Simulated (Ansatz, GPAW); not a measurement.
# Screening of a field by 1T-SiSTe under 2H-WSTe, AA, part 3 of 3

How does 1T-SiSTe under 2H-WSTe, AA screen a perpendicular field?

GPAW 26.7.0 and Ansatz 0.2.0; Ansatz plane waves; layer without images along its normal, relaxation of atoms and in-plane cell, with D3(BJ) dispersion (the session's first sound run).

So far. Step 9 (In a field): The dipole is now 0.0550 e Å, against -0.085 in the run without a field.

## (10) Field on

Level of this step: GPAW, PAW setups; slab in vacuum (GPAW).

run.py reads:

```python
import json
import numpy as np
from ase import Atoms
from gpaw import GPAW, PW
from gpaw.external import ConstantElectricField

slab = Atoms(
    ['Te', 'Si', 'S', 'Te', 'W', 'S'],
    positions=[
        [1.70452, 0.98411, 7.00000],
        [-0.00000, -0.00000, 8.79250],
        [-0.00000, 1.96821, 10.04901],
        [-0.00000, 1.96821, 13.81875],
        [-0.00000, -0.00000, 15.70762],
        [-0.00000, 1.96821, 17.16198]],
    cell=[[3.40905, 0.0, -0.0], [-1.70452, 2.95232, 0.0], [-0.0, 0.0, 24.162]],
    pbc=[True, True, False])

slab.calc = GPAW(mode=PW(400), xc='PBE', kpts={'size': (9, 9, 1), 'gamma': True},
                 occupations={'name': 'fermi-dirac', 'width': 0.05}, nbands='200%',
                 convergence={'density': 1e-05}, maxiter=200,
                 poissonsolver={'dipolelayer': 'xy'},
                 external=ConstantElectricField(0.3, [0, 0, 1]),
                 symmetry={'tolerance': 1e-3}, txt='slab.txt')
result = {}
energy = slab.get_potential_energy()
fermi = slab.calc.get_fermi_level()
v = slab.calc.get_electrostatic_potential().mean((0, 1)) - fermi
n = slab.calc.get_pseudo_density().mean((0, 1))
L = slab.cell[2, 2]
z = np.arange(len(v)) * L / len(v)
low, high = slab.positions[:, 2].min(), slab.positions[:, 2].max()
below, above = np.interp([low - 4.8, high + 4.8], z, v)
slopes = [np.interp(x, z, np.gradient(v, z)) for x in (low - 4.8, high + 4.8)]
eps = np.array([[slab.calc.get_eigenvalues(k, s) for k in range(len(slab.calc.get_ibz_k_points()))]
                for s in range(slab.calc.get_number_of_spins())]) - fermi
top, bottom = eps[eps < 0].max(), eps[eps > 0].min()
dipole = slab.get_dipole_moment()[2]
print(f'energy {energy:.4f} eV, Fermi level {fermi:.4f} eV, dipole {dipole:.5f} e A')
print(f'potential 4.8 A off the faces, from the Fermi level: lower {below:.4f} eV, upper {above:.4f} eV')
print(f'slope of the potential there: lower {slopes[0]:.5f}, upper {slopes[1]:.5f} eV/A')
print(f'nearest levels on the mesh: {top:.4f} and {bottom:.4f} eV')
print('magnetic moment', round(slab.get_magnetic_moment(), 3))
result.update(energy=energy, fermi=fermi, dipole=dipole, below=below, above=above, slopes=slopes, edges=[top, bottom],
              z=z.tolist(), v=v.tolist(), n=n.tolist(), positions=slab.positions.tolist(),
              forces=slab.get_forces(apply_constraint=False).tolist(), moments=slab.get_magnetic_moments().tolist())
json.dump(result, open('result.json', 'w'))
```

Launch:

```bash
$ OMP_NUM_THREADS=1 OPENBLAS_NUM_THREADS=1 python run.py
```

The log of the run:

```text
energy -32.8810 eV, Fermi level 1.9474 eV, dipole 0.12485 e A
potential 4.8 A off the faces, from the Fermi level: lower 5.9827 eV, upper 3.7383 eV
slope of the potential there: lower -0.00034, upper -0.00005 eV/A
nearest levels on the mesh: -0.0060 and 0.0176 eV
magnetic moment 0.0
```

It took 1.9 min on 1 thread of Intel Xeon Platinum 8375C at 2.90GHz (Ice Lake), shared host; peak memory 0.39 GiB.

The electrostatic potential energy of an electron (without an applied field's), less the Fermi level, planar mean oscillates, so the rows of the table below give means over windows of 1 Å about each position, cut where the curve ends. Its maxima inside the range that stand out by 2 % of the span (Å: eV): 1.1: 5.98, 8.0: -2.89, 9.4: -7.41, 11.6: 4.12, 14.8: -5.49, 16.5: -8.32. Its minima: 7.0: -21.6, 8.8: -12.4, 10.0: -16.9, 13.8: -23.5, 15.7: -21.4, 17.2: -17.8.

The electrostatic potential energy of an electron (without an applied field's), less the Fermi level, planar mean by z; means over each step:

| z (Å) | electrostatic potential energy of an electron (without an applied field's), less the Fermi level, planar mean (eV) |
| --- | --- |
| 0 | 5.56 |
| 1 | 5.98 |
| 2 | 5.98 |
| 3 | 5.98 |
| 4 | 5.96 |
| 5 | 5.61 |
| 6 | 0.378 |
| 7 | -16.7 |
| 8 | -5.28 |
| 9 | -10.1 |
| 10 | -12.2 |
| 11 | 1.50 |
| 12 | 3.66 |
| 13 | -4.51 |
| 14 | -17.9 |
| 15 | -9.64 |
| 16 | -16.1 |
| 17 | -13.1 |
| 18 | -0.672 |
| 19 | 3.55 |
| 20 | 3.73 |
| 21 | 3.74 |
| 22 | 3.74 |
| 23 | 3.74 |
| 24 | 3.93 |

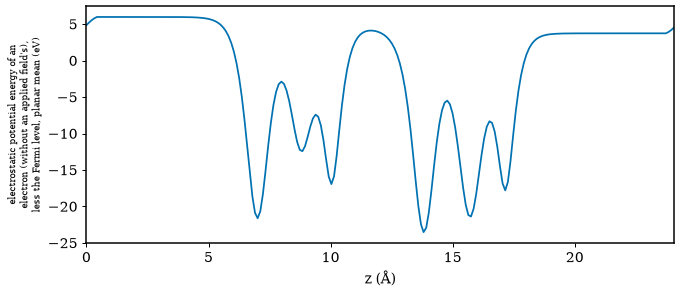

Electrostatic potential energy of an electron (without an applied field's), less the Fermi level, planar mean, plotted against z.

The dipole is now 0.125 e Å, against -0.085 in the run without a field.

## (11) The series

The members are put on one axis.

This step: induced dipole against applied field (GPAW 26.7.0).

The dipole along the normal by field:

| field (V/Å) | dipole along the normal (e·Å) |
| --- | --- |
| -0.200 | -0.223 |
| -0.100 | -0.154 |
| -0.050 | -0.119 |
| 0.000 | -0.0850 |
| 0.050 | -0.0495 |
| 0.100 | -0.0147 |
| 0.200 | 0.0550 |
| 0.300 | 0.125 |

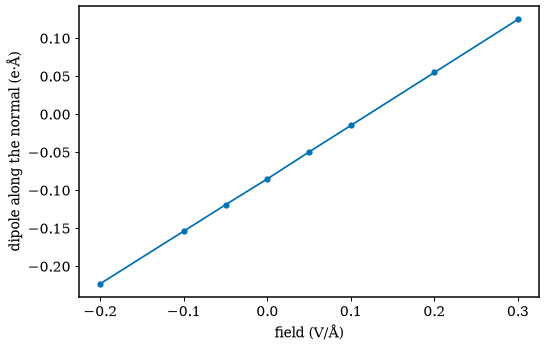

Dipole along the normal against field.

## (12) A changed run

One more run, with changed settings.

This step: GPAW, PAW setups; slab in vacuum (GPAW 26.7.0).

run.py: that of step 10 with these lines changed.

```diff
@@ -4,3 +4,2 @@
 from gpaw import GPAW, PW
-from gpaw.external import ConstantElectricField
 
@@ -20,5 +19,4 @@
                  occupations={'name': 'fermi-dirac', 'width': 0.05}, nbands='200%',
-                 convergence={'density': 1e-05}, maxiter=200,
+                 convergence={'density': 1e-05}, maxiter=3,
                  poissonsolver={'dipolelayer': 'xy'},
-                 external=ConstantElectricField(0.3, [0, 0, 1]),
                  symmetry={'tolerance': 1e-3}, txt='slab.txt')
```

The log of the run:

```text
gpaw.KohnShamConvergenceError
```

Wall time 8.8 s (1 thread); peak memory 0.24 GiB.

No converged result was reached; the numbers in the log don't describe the system.

The fault put into the input: too few SCF iterations (maxiter = 3).

## (13) What came out

```json
{
 "work function, upper and lower face": "5.549 and 4.034 eV",
 "dipole along the normal": "-0.0850 e Å",
 "induced dipole per field": "0.695 e Å per V/Å",
 "out-of-plane polarisability per area, α/(ε0 A)": "12.5 Å"
}
```

**Reading.** The field induces 0.695 e Å per V/Å, a polarisable thickness α/(ε0 A) of 12.5 Å beside 10.2 Å between the outermost nuclei. A perfect conductor would give the distance between its two image planes; a dielectric of thickness t gives t(1 - 1/ε). The two faces differ by 1.5 eV, the step that the slab's dipole makes (e p/(ε0 A) gives 1.5 eV), so the dipole layer is needed. The induced dipole is linear in the field over this range. The layers' spacing was relaxed with a D3(BJ) dispersion term, which the later single points do not need. The two layers were forced onto one 1×1 cell, so each is strained from its own lattice constant, in some pairs by much; the numbers describe this forced stack. The layer's cell and atoms come from the relaxation; spin-orbit coupling and temperature are left out.

[Logs are printed without paths, hosts, clocks, repeated set-up lines and the standing remarks that a program may print on its own settings, such as how far it seeks lower states.]

[Hosts, paths, dates, database ids (printed as entryN), source tags and the programs' standing remarks are cut or masked in the printed files.]
